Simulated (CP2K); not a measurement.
# C2H3F3 (1,1,2-trifluoroethane) at HF/STO-3G

Aim: the vertical ionisation energy of C2H3F3 (1,1,2-trifluoroethane) at HF/STO-3G, from 2 runs. 

The calculation is run with CP2K 2026.2.

7 further runs of the same task are left out: 4 that didn't finish, 3 set aside as unsound or not needed.

**1. Starting point**

C2H3F3: 8 atoms, total charge 0, spin state singlet. SMILES: `FCC(F)F`. The shape is that of a PBE0-D4/def2-TZVP optimisation. This is one conformer, not always the lowest.

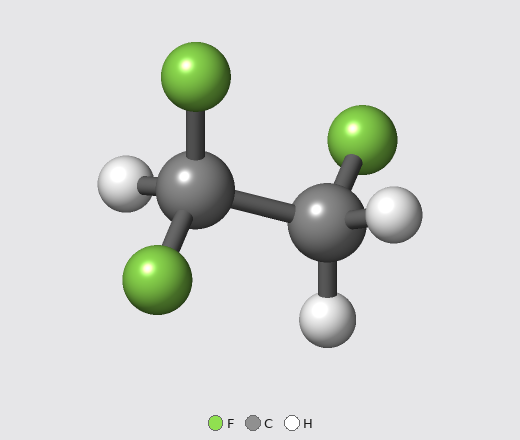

The structure, seen from a chosen angle (fluorine green, carbon grey, hydrogen white).

**2. The energy at HF/STO-3G**

calc.inp

```
&GLOBAL
   PROJECT calc
   RUN_TYPE ENERGY
   PRINT_LEVEL MEDIUM
&END

&FORCE_EVAL
   METHOD QS
   &DFT
      BASIS_SET_FILE_NAME ./sto_3g.basis
      POTENTIAL_FILE_NAME POTENTIAL
      &QS
         METHOD GAPW
         EPS_DEFAULT 1.0E-10
      &END
      &MGRID
         CUTOFF 280
         REL_CUTOFF 50
         NGRIDS 4
      &END
      ! isolated system
      &POISSON
         PERIODIC NONE
         POISSON_SOLVER MULTIPOLE
      &END
      ! self-consistent field
      &SCF
         SCF_GUESS ATOMIC
         EPS_SCF 1.0E-07
         MAX_SCF 80
         ADDED_MOS 10
         &DIAGONALIZATION
            ALGORITHM STANDARD
         &END
         &MIXING
            METHOD DIRECT_P_MIXING
            ALPHA 0.4
         &END
      &END
      ! functional
      &XC
         &XC_FUNCTIONAL NONE
         &END
         ! exact exchange
         &HF
            FRACTION 1
            &SCREENING
               EPS_SCHWARZ 1.0E-10
            &END
            &MEMORY
               MAX_MEMORY 1050
            &END
         &END
      &END
      &PRINT
         &MOMENTS
            PERIODIC F
            REFERENCE COM
            MAX_MOMENT 1
         &END
         &MO ON
            ENERGIES T
            OCCUPATION_NUMBERS T
            NDIGITS 6
            &EACH
               QS_SCF 0
            &END
            ADD_LAST NUMERIC
         &END
         &LOWDIN ON
         &END
         &HIRSHFELD OFF
         &END
      &END
   &END
   &SUBSYS
      &CELL
         ABC 9.2 9.5 9.7
         PERIODIC NONE
      &END
      &COORD
         UNIT bohr
         F     -2.1595790    -1.2869035     2.1979405
         C     -0.3556465     0.3686856     1.3451071
         C      0.3267336    -0.2879943    -1.3441622
         F      1.5575123    -2.5242962    -1.4295778
         F      1.9118359     1.5185839    -2.2340342
         H      1.3260208     0.2246884     2.5369573
         H     -1.1121038     2.2894032     1.4121923
         H     -1.3205406    -0.4100706    -2.5898697
      &END
      &TOPOLOGY
         &CENTER_COORDINATES
         &END
      &END
      &KIND F
         BASIS_SET STO-3G
         POTENTIAL ALL
         LEBEDEV_GRID 194
         RADIAL_GRID 100
      &END
      &KIND C
         BASIS_SET STO-3G
         POTENTIAL ALL
         LEBEDEV_GRID 194
         RADIAL_GRID 100
      &END
      &KIND H
         BASIS_SET STO-3G
         POTENTIAL ALL
         LEBEDEV_GRID 194
         RADIAL_GRID 100
      &END
   &END
&END
```

Command:

```console
$ OMP_NUM_THREADS=1 cp2k.psmp -i calc.inp > calc.out 2>&1
```

Output:

```text
CP2K| version string:                                       CP2K version 2026.2
[...]
 GLOBAL| Method name                                                        CP2K
[...]
 GLOBAL| Run type                                                         ENERGY
[...]
 *** WARNING in qs_environment.F:2210 :: More added MOs requested than     ***
 *** available. The full set of unoccupied MOs will be used. Use           ***
 *** 'ADDED_MOS -1' to always use all available MOs and to get rid of this ***
[...]
 DFT| Spin restricted Kohn-Sham (RKS) calculation                            RKS
 DFT| Multiplicity                                                             1
[...]
 DFT| Charge                                                                   0
[...]
 QS| Method:                                                                GAPW
[...]
 QS| Density cutoff [a.u.]:                                                140.0
[...]
 QS| Relative density cutoff [a.u.]:                                        25.0
[...]
                             - Atoms:                                          8
[...]
                             - Spherical basis functions:                     28
[...]
 Number of electrons:                                                         42
[...]
     1 P_Mix/Diag. 0.40E+00    0.4     1.23287402      -370.1527040130 -3.70E+02
[...]
    16 DIIS/Diag.  0.20E-06    0.2     0.00000009      -370.6531608182 -1.99E-12
  *** SCF run converged in    16 steps ***
[...]
  Overlap energy of the core charge distribution:               0.00000251426514
  Self energy of the core charge distribution:               -376.14708416910514
  Core Hamiltonian energy:                                    -23.31388769078718
  Hartree energy:                                              94.89068192391277
  Exchange-correlation energy:                                  0.00000000000000
  Hartree-Fock Exchange energy:                               -42.20868250522730
[...]
                     Mulliken Population Analysis
 #  Atom  Element  Kind  Atomic population                           Net charge
       1     F        1          9.146269                             -0.146269
       2     C        2          5.995055                              0.004945
       3     C        2          5.763778                              0.236222
       4     F        1          9.156896                             -0.156896
       5     F        1          9.159550                             -0.159550
       6     H        3          0.921583                              0.078417
       7     H        3          0.924369                              0.075631
       8     H        3          0.932500                              0.067500
 # Total charge                             42.000000                  0.000000
[...]
  Dipole moment [Debye]
    X= -0.4386553E+00 Y=  0.9191647E+00 Z=  0.1659747E+00  Total=      1.0319059
 ENERGY| Total FORCE_EVAL ( QS ) energy [hartree]           -370.653160818163656
[...]
```

Run time: 3.6 s. Hardware: 1 thread of Arm Neoverse V2, shared host; peak memory 0.45 GiB.

**3. The doublet cation at the same level**

job.inp

```
&GLOBAL
  PROJECT_NAME job
  RUN_TYPE ENERGY
  PRINT_LEVEL MEDIUM
&END
&FORCE_EVAL
  METHOD QUICKSTEP
  &DFT
    BASIS_SET_FILE_NAME ./sto_3g.basis
    POTENTIAL_FILE_NAME POTENTIAL
    CHARGE 1
    MULTIPLICITY 2
    UKS T
    # Quickstep
    &QS
      METHOD GAPW
      EPS_DEFAULT 1.0E-10
    &END
    &MGRID
      CUTOFF 280
      REL_CUTOFF 50
      NGRIDS 4
    &END
    # isolated system
    &POISSON
      PERIODIC NONE
      POISSON_SOLVER MULTIPOLE
    &END
    # self-consistent field
    &SCF
      SCF_GUESS ATOMIC
      EPS_SCF 1.0E-06
      MAX_SCF 40
      &OT ON
        MINIMIZER CG
        PRECONDITIONER FULL_SINGLE_INVERSE
        LINESEARCH 3PNT
      &END
      &OUTER_SCF
        EPS_SCF 1.0E-06
        MAX_SCF 10
      &END
    &END
    # exchange and correlation
    &XC
      &XC_FUNCTIONAL NONE
      &END
      # exact exchange
      &HF
        FRACTION 1
        &SCREENING
          EPS_SCHWARZ 1.0E-10
          SCREEN_ON_INITIAL_P F
        &END
        &INTERACTION_POTENTIAL
          POTENTIAL_TYPE COULOMB
        &END
        &MEMORY
          MAX_MEMORY 1050
        &END
      &END
    &END
    # extra output
    &PRINT
      &MOMENTS
        PERIODIC F
        REFERENCE COM
        MAX_MOMENT 1
      &END
      &MO_CUBES
        NLUMO 1
        NHOMO -1
        WRITE_CUBE F
      &END
      &LOWDIN ON
      &END
      &HIRSHFELD OFF
      &END
    &END
  &END
  &SUBSYS
    &CELL
      ABC [angstrom] 9.2 9.5 9.7
      PERIODIC NONE
    &END
    &COORD
      F     -1.142800    -0.681000     1.163100
      C     -0.188200     0.195100     0.711800
      C      0.172900    -0.152400    -0.711300
      F      0.824200    -1.335800    -0.756500
      F      1.011700     0.803600    -1.182200
      H      0.701700     0.118900     1.342500
      H     -0.588500     1.211500     0.747300
      H     -0.698800    -0.217000    -1.370500
    &END
    &TOPOLOGY
      &CENTER_COORDINATES
      &END
    &END
    &KIND F
      BASIS_SET STO-3G
      POTENTIAL ALL
      LEBEDEV_GRID 194
      RADIAL_GRID 100
    &END
    &KIND C
      BASIS_SET STO-3G
      POTENTIAL ALL
      LEBEDEV_GRID 194
      RADIAL_GRID 100
    &END
    &KIND H
      BASIS_SET STO-3G
      POTENTIAL ALL
      LEBEDEV_GRID 194
      RADIAL_GRID 100
    &END
  &END
&END
```

Command:

```console
$ OMP_NUM_THREADS=1 cp2k.psmp -i job.inp > job.out 2>&1
```

Output, shortened:

```text
CP2K| version string:                                       CP2K version 2026.2
[...]
 GLOBAL| Method name                                                        CP2K
[...]
 GLOBAL| Run type                                                         ENERGY
[...]
 DFT| Spin unrestricted (spin-polarized) Kohn-Sham calculation               UKS
 DFT| Multiplicity                                                             2
[...]
 DFT| Charge                                                                   1
[...]
 QS| Method:                                                                GAPW
[...]
 QS| Density cutoff [a.u.]:                                                140.0
[...]
 QS| Relative density cutoff [a.u.]:                                        25.0
[...]
                             - Atoms:                                          8
[...]
                             - Spherical basis functions:                     28
[...]
 Number of electrons:                                                         21
[...]
     1 OT CG       0.64E-01    0.5     0.49088398      -343.0956104760 -3.43E+02
[...]
    21 OT CG       0.23E-01    0.3     0.00000086      -370.3014680317 -1.72E-11
  *** SCF run converged in    21 steps ***
[...]
  Overlap energy of the core charge distribution:               0.00000251426379
  Self energy of the core charge distribution:               -376.14708416910514
  Core Hamiltonian energy:                                    -25.48185534295791
  Hartree energy:                                              97.04420009220196
  Exchange-correlation energy:                                  0.00000000000000
  Hartree-Fock Exchange energy:                               -41.49458805385551
[...]
                     Mulliken Population Analysis
 #  Atom  Element  Kind  Atomic population (alpha,beta) Net charge  Spin moment
       1     F        1         4.548065     4.536492    -0.084557     0.011574
       2     C        2         3.033920     2.940211     0.025869     0.093709
       3     C        2         2.839843     2.923429     0.236727    -0.083586
       4     F        1         4.783030     3.865550     0.351420     0.917480
[...]
  Dipole moment [Debye]
    X=  0.8201546E+00 Y= -0.8940919E+00 Z= -0.1626665E+01  Total=      2.0293088
[...]
 HOMO - LUMO gap [eV] :   10.941901
 ENERGY| Total FORCE_EVAL ( QS ) energy [hartree]           -370.301468031703905
[...]
```

Run time: 2.3 min. Hardware: 1 thread of Arm Neoverse V2, shared host; peak memory 0.47 GiB.

**4. What came out**

At HF/STO-3G:

| quantity | value |
| --- | --- |
| singlet C2H3F3: total energy | -370.65316 Eh |
| singlet C2H3F3: dipole moment | 1.03 D |
| singlet C2H3F3: HOMO energy | -10.50 eV |
| singlet C2H3F3: LUMO energy | 13.74 eV |
| singlet C2H3F3: HOMO–LUMO gap | 24.24 eV |
| doublet cation: total energy | -370.30147 Eh |
| doublet cation: HOMO energy (highest over α and β) | -18.18 eV |
| doublet cation: LUMO energy (lowest over α and β) | -7.24 eV |
| doublet cation: ⟨S²⟩ | 0.755 |
| vertical ionisation energy (to the doublet cation) | 9.570 eV |

What this shows: Removing an electron at fixed nuclei costs 9.57 eV (221 kcal/mol). The negative HOMO energy of the first species, 10.50 eV, lies 0.93 eV above that difference. In a minimal basis such a difference can be off by several eV, whatever the method.
